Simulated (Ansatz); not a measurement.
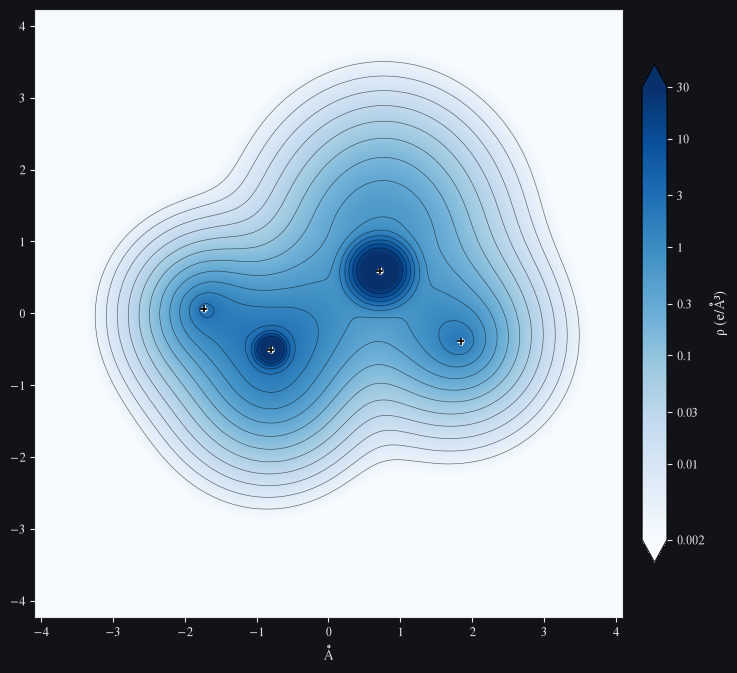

The electron density on a plane through atoms (crosses mark nuclei in the plane).

Theory: RKS PBE0-D4/def2-TZVPP in Ansatz.

Candidates:
A. BFO···H2
B. BH3···CH2O
C. CH5FSi

**Which system is this?**

Candidate C: CH5FSi on the plane of atoms Si1, C2 and H6, which holds Si, C and H. C–Si (1.87 Å): ρ is about 0.97 e/Å³ halfway. C–H (1.09 Å): ρ is about 2 e/Å³ halfway.
